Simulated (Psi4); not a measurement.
**doublet [Si2H2OF2]+: levels of theory compared**

Wanted: a comparison of 3 runs (U-wB97X-V/def2-SVP, UHSE06/def2-SVP, UTPSSh/def2-SVP) of doublet [Si2H2OF2]+. 

Program for the calculation: Psi4 1.11.

## Step 1: Starting point

[Si2H2OF2]+ has 7 atoms, charge +1, and is taken as a doublet. SMILES of the parent species: `F[Si]1(F)O[SiH2]1`. The coordinates come from a PBE0-D4/def2-TZVP relaxation. That shape belongs to the parent species and isn't relaxed for this state.

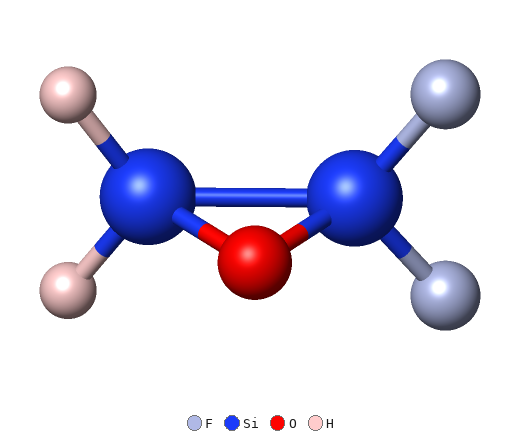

Viewed from a chosen angle; fluorine light blue, silicon blue, oxygen red, hydrogen pink.

## Step 2: A single-point energy at U-wB97X-V/def2-SVP (run 1)

File job.json:

```json
{
  "schema_name": "qcschema_input",
  "schema_version": 1,
  "molecule": {
    "schema_name": "qcschema_molecule",
    "schema_version": 2,
    "symbols": ["F", "Si", "F", "O", "Si", "H", "H"],
    "geometry": [0.80162182, -3.04642749, 3.20081811, 0.07162062, -1.938859, 0.52931229, -0.36698481, -4.32369337, -1.20772397, 2.08531278, 0.14720967, -0.60868078, -0.57598852, 2.00046408, -0.43992824, -0.3822916, 4.13623254, 1.36060281, -1.51707213, 2.8965722, -2.92057173],
    "molecular_charge": 1,
    "molecular_multiplicity": 2,
    "fix_symmetry": "c1",
    "fix_com": true,
    "fix_orientation": true
  },
  "driver": "energy",
  "model": {
    "method": "wb97x-v",
    "basis": "def2-SVP"
  },
  "keywords": {
    "reference": "uks",
    "puream": true,
    "e_convergence": 1e-09,
    "d_convergence": 1e-08,
    "scf_type": "pk",
    "dft_radial_points": 99,
    "dft_spherical_points": 590,
    "maxiter": 100
  }
}
```

The run is started by

```bash
$ psi4 --qcschema job.json -n 1 --memory 2200MB
```

stdout:

```text
[...]
  Running in c1 symmetry.
[...]
  Nuclear repulsion =  309.676526495094549
[...]
  Multiplicity = 2
[...]
  Nalpha       = 28
  Nbeta        = 27
[...]
    Number of basis functions: 88
[...]
   @UKS iter   1:  -854.10373381086242   -7.59084e-02   7.12388e-03 DIIS/ADIIS
[...]
   @UKS iter  15:  -854.27592123424699   -1.15961e-11   7.35399e-09 DIIS
[...]
   @S^2 Observed:                7.538836274E-01
[...]
    Orbital Energies [Eh]
    ---------------------
    Alpha Occupied:
       1A    -66.502874     2A    -66.446196     3A    -24.997437
       4A    -24.997423     5A    -19.531718     6A     -5.754450
       7A     -5.707537     8A     -4.110472     9A     -4.107923
      10A     -4.107806    11A     -4.065626    12A     -4.060653
      13A     -4.056152    14A     -1.546928    15A     -1.522339
      16A     -1.419960    17A     -0.949497    18A     -0.913434
      19A     -0.845987    20A     -0.839864    21A     -0.808009
      22A     -0.793116    23A     -0.782127    24A     -0.767990
      25A     -0.765062    26A     -0.741830    27A     -0.682972
      28A     -0.657496
    Alpha Virtual:
[...]
  @UKS Final Energy:  -854.27592123424699
   => Energetics <=
    Nuclear Repulsion Energy =            309.6765264950945493
    One-Electron Energy =               -1787.8967312974436936
    Two-Electron Energy =                 676.6635299730543238
    DFT Exchange-Correlation Energy =     -52.9473136942547029
    Empirical Dispersion Energy =           0.0000000000000000
    VV10 Nonlocal Energy =                  0.2280672893024941
    Total Energy =                       -854.2759212342469937
  UHF NO Occupations:
  HONO-2 :   26  A 1.9998271
  HONO-1 :   27  A 1.9985082
[...]
 Multipole Moments:
 ------------------------------------------------------------------------------------
     Multipole            Electronic (a.u.)      Nuclear  (a.u.)        Total (a.u.)
 ------------------------------------------------------------------------------------
 L = 1.  Multiply by 2.5417464519 to convert [e a0] to [Debye]
 Dipole X            :        -12.5885746           11.6337210           -0.9548536
 Dipole Y            :         58.2075827          -57.2581345            0.9494482
 Dipole Z            :        -12.7949346           12.7598088           -0.0351258
 Magnitude           :                                                    1.3470082
[...]
```

The result, in JSON:

```text
{
 "driver": "energy",
 "model": {
  "method": "wb97x-v",
  "basis": "def2-SVP"
 },
 "success": true,
 "return_result": -854.275921234247,
 "properties": {
  "calcinfo_nbasis": 88,
  "calcinfo_nmo": 88,
  "calcinfo_nalpha": 28,
  "calcinfo_nbeta": 27,
  "calcinfo_natom": 7,
  "nuclear_repulsion_energy": 309.67652649509455,
  "return_energy": -854.275921234247,
  "scf_one_electron_energy": -1787.8967312974437,
  "scf_two_electron_energy": 676.6635299730543,
  "scf_vv10_energy": 0.22806728930249412,
  "scf_xc_energy": -52.9473136942547,
  "scf_dipole_moment": [-0.9548535548400245, 0.9494481807593758, -0.0351257882064786],
  "scf_total_energy": -854.275921234247,
  "scf_iterations": 15
 }
}
```

It took 82 s on 1 thread of Intel Xeon 6975P-C (Granite Rapids), shared host; peak memory 1.1 GiB.

## Step 3: Energy and forces at UHSE06/def2-SVP (run 2)

File job.py:

```python
import psi4

psi4.set_memory(2200000000)
psi4.set_num_threads(1)
psi4.core.set_output_file('output.dat', False)

mol = psi4.geometry("""
1 2
F      0.80162182    -3.04642749     3.20081811
Si     0.07162062    -1.93885900     0.52931229
F     -0.36698481    -4.32369337    -1.20772397
O      2.08531278     0.14720967    -0.60868078
Si    -0.57598852     2.00046408    -0.43992824
H     -0.38229160     4.13623254     1.36060281
H     -1.51707213     2.89657220    -2.92057173
units bohr
symmetry c1
""")

psi4.set_options({
    'basis': 'def2-SVP',
    'reference': 'uks',
    'puream': True,
    'e_convergence': 1e-09,
    'd_convergence': 1e-08,
    'scf_type': 'pk',
    'dft_radial_points': 99,
    'dft_spherical_points': 590,
    'maxiter': 100,
})

E, wfn = psi4.gradient('hse06', return_wfn=True)
print('gradient / Eh bohr^-1')
print(E.np.round(6))
print(f'energy = {wfn.energy():.10f} Eh')
for k, v in sorted(psi4.core.scalar_variables().items()):
    print(f'{k:45s} {v:18.10f}')
```

The run is started by

```bash
$ python job.py
```

output.dat:

```text
[...]
  Running in c1 symmetry.
[...]
  Nuclear repulsion =  309.676526495094549
[...]
  Multiplicity = 2
[...]
  Nalpha       = 28
  Nbeta        = 27
[...]
    Number of basis functions: 88
[...]
   @UKS iter   1:  -853.84124749458044    1.98840e-01   7.50338e-03 ADIIS/DIIS
[...]
   @UKS iter  14:  -854.00831325500633   -3.41061e-12   3.60481e-09 DIIS
[...]
   @S^2 Observed:                7.536653525E-01
[...]
  @UKS Final Energy:  -854.00831325500633
   => Energetics <=
    Nuclear Repulsion Energy =            309.6765264950945493
    One-Electron Energy =               -1788.1625064937634306
    Two-Electron Energy =                 679.3914431261075606
    DFT Exchange-Correlation Energy =     -54.9137763824450147
    Empirical Dispersion Energy =           0.0000000000000000
    VV10 Nonlocal Energy =                  0.0000000000000000
    Total Energy =                       -854.0083132550063283
  UHF NO Occupations:
  HONO-2 :   26  A 1.9998351
  HONO-1 :   27  A 1.9985868
[...]
 Multipole Moments:
 ------------------------------------------------------------------------------------
     Multipole            Electronic (a.u.)      Nuclear  (a.u.)        Total (a.u.)
 ------------------------------------------------------------------------------------
 L = 1.  Multiply by 2.5417464519 to convert [e a0] to [Debye]
 Dipole X            :          0.0040384           -1.1641693           -1.1601309
 Dipole Y            :         -5.0809818            7.1914608            2.1104789
 Dipole Z            :          1.4706157           -1.7743852           -0.3037695
 Magnitude           :                                                    2.4274062
[...]
  -Total Gradient:
     Atom            X                  Y                   Z
    ------   -----------------  -----------------  -----------------
       1        0.009754575904    -0.011237253849    -0.003541350106
       2       -0.041488354573     0.093847933659    -0.016155122803
       3        0.011681119183    -0.009159096685     0.003734695884
       4        0.022868366817    -0.008580875509    -0.003573834719
       5       -0.013337930935    -0.082480708685     0.027465377587
       6        0.003811318156     0.007153182273    -0.009494015514
       7        0.006741563337     0.010384716799     0.001577122027
[...]
```

On the terminal:

```text
gradient / Eh bohr^-1
[[ 0.009755 -0.011237 -0.003541]
 [-0.041488  0.093848 -0.016155]
 [ 0.011681 -0.009159  0.003735]
 [ 0.022868 -0.008581 -0.003574]
 [-0.013338 -0.082481  0.027465]
 [ 0.003811  0.007153 -0.009494]
 [ 0.006742  0.010385  0.001577]]
energy = -854.0083132550 Eh
CURRENT ENERGY                                   -854.0083132550
CURRENT REFERENCE ENERGY                         -854.0083132550
DD SOLVATION ENERGY                                 0.0000000000
DFT FUNCTIONAL TOTAL ENERGY                      -854.0083132550
DFT TOTAL ENERGY                                 -854.0083132550
DFT VV10 ENERGY                                     0.0000000000
DFT XC ENERGY                                     -54.9137763824
GRID ELECTRONS ALPHA                               27.9999962634
GRID ELECTRONS BETA                                26.9999963560
GRID ELECTRONS TOTAL                               54.9999926194
NUCLEAR REPULSION ENERGY                          309.6765264951
ONE-ELECTRON ENERGY                             -1788.1625064938
PCM POLARIZATION ENERGY                             0.0000000000
PE ENERGY                                           0.0000000000
SCF ITERATION ENERGY                             -854.0083132550
SCF ITERATIONS                                     14.0000000000
SCF TOTAL ENERGY                                 -854.0083132550
TWO-ELECTRON ENERGY                               679.3914431261
XC GRID RADIAL POINTS                              99.0000000000
XC GRID SPHERICAL POINTS                          590.0000000000
XC GRID TOTAL POINTS                           388336.0000000000
```

It took 37 s on 1 thread of Intel Xeon 6975P-C (Granite Rapids), shared host; peak memory 1.1 GiB.

## Step 4: Energy and gradient at UTPSSh/def2-SVP (run 3)

File f2h2osi2.xyz:

```xyz
7
F2H2OSi2
F      0.424200    -1.612100     1.693800
Si     0.037900    -1.026000     0.280100
F     -0.194200    -2.288000    -0.639100
O      1.103500     0.077900    -0.322100
Si    -0.304800     1.058600    -0.232800
H     -0.202300     2.188800     0.720000
H     -0.802800     1.532800    -1.545500
```

File run.py:

```python
import numpy as np
from ase.calculators.psi4 import Psi4
from ase.io import read

a = read('f2h2osi2.xyz')
calc = Psi4(atoms=a, method='tpssh', basis='def2-SVP', memory='2200MB', num_threads=1, charge=1, multiplicity=2, label='f2h2osi2', reference='uks')
calc.psi4.set_options({'puream': True, 'e_convergence': 1e-09, 'd_convergence': 1e-08, 'scf_type': 'pk', 'dft_radial_points': 99, 'dft_spherical_points': 590, 'maxiter': 100})
a.calc = calc

forces = a.get_forces()
print(f'energy: {a.get_potential_energy():.6f} eV')
print('forces / eV A^-1')
print(np.round(forces, 5))
```

The run is started by

```bash
$ python run.py
```

f2h2osi2.dat:

```text
[...]
  Running in c1 symmetry.
[...]
  Nuclear repulsion =  309.676526440965517
[...]
  Multiplicity = 2
[...]
  Nalpha       = 28
  Nbeta        = 27
[...]
    Number of basis functions: 88
[...]
   @UKS iter   1:  -854.31440342953135    2.15149e-01   7.84181e-03 DIIS/ADIIS
[...]
   @UKS iter  14:  -854.49484131972793   -2.84217e-12   4.93797e-09 DIIS
[...]
   @S^2 Observed:                7.530364689E-01
[...]
  @UKS Final Energy:  -854.49484131972793
   => Energetics <=
    Nuclear Repulsion Energy =            309.6765264409655174
    One-Electron Energy =               -1788.1907561306090884
    Two-Electron Energy =                 689.0162744023307368
    DFT Exchange-Correlation Energy =     -64.9968860324151052
    Empirical Dispersion Energy =           0.0000000000000000
    VV10 Nonlocal Energy =                  0.0000000000000000
    Total Energy =                       -854.4948413197279251
  UHF NO Occupations:
  HONO-2 :   26  A 1.9998513
  HONO-1 :   27  A 1.9988706
[...]
 Multipole Moments:
 ------------------------------------------------------------------------------------
     Multipole            Electronic (a.u.)      Nuclear  (a.u.)        Total (a.u.)
 ------------------------------------------------------------------------------------
 L = 1.  Multiply by 2.5417464519 to convert [e a0] to [Debye]
 Dipole X            :          0.0500873           -1.1641693           -1.1140820
 Dipole Y            :         -5.1646568            7.1914608            2.0268039
 Dipole Z            :          1.4826480           -1.7743852           -0.2917372
 Magnitude           :                                                    2.3311421
[...]
  -Total Gradient:
     Atom            X                  Y                   Z
    ------   -----------------  -----------------  -----------------
       1        0.008101927994    -0.009056415520    -0.008478423464
       2       -0.036597751330     0.089174073422    -0.016097018539
       3        0.012207237660    -0.004597225399     0.007016692549
       4        0.016338714874    -0.009937741180    -0.001449975189
       5       -0.009841865579    -0.084910174751     0.027242138133
       6        0.003901936327     0.008485988830    -0.007912486071
       7        0.005917520658     0.010718121345    -0.000292431945
[...]
```

On the terminal:

```text
energy: -23251.988983 eV
forces / eV A^-1
[[-0.41662  0.4657   0.43598]
 [ 1.88193 -4.58552  0.82774]
 [-0.62772  0.2364  -0.36081]
 [-0.84017  0.51102  0.07456]
 [ 0.50609  4.36626 -1.40085]
 [-0.20065 -0.43637  0.40688]
 [-0.30429 -0.55115  0.01504]]
```

It took 42 s on 1 thread of Intel Xeon 6975P-C (Granite Rapids), shared host; peak memory 1.3 GiB.

## Step 5: All runs side by side

```tsv
run	level	task	energy (Eh)	HOMO energy (eV)	LUMO energy (eV)	⟨S²⟩	wall time
1	U-wB97X-V/def2-SVP	energy	-854.275921	-17.89	-10.13	0.754	82 s
2	UHSE06/def2-SVP	gradient	-854.008313	-15.29	-12.53	0.754	37 s
3	UTPSSh/def2-SVP	gradient	-854.494841	-14.97	-12.59	0.753	42 s
```

## Step 6: Outcome

```
                                 quantity          value
                      run 3: total energy  -854.49484 Eh
run 3: HOMO energy (highest over α and β)      -14.97 eV
 run 3: LUMO energy (lowest over α and β)      -12.59 eV
                              run 3: ⟨S²⟩          0.753
          run 3: largest force on an atom     5.025 eV/Å
```

**Reading.** Totals of different functionals can't be ranked against each other. All runs together took 2.7 min, the longest 82 s.
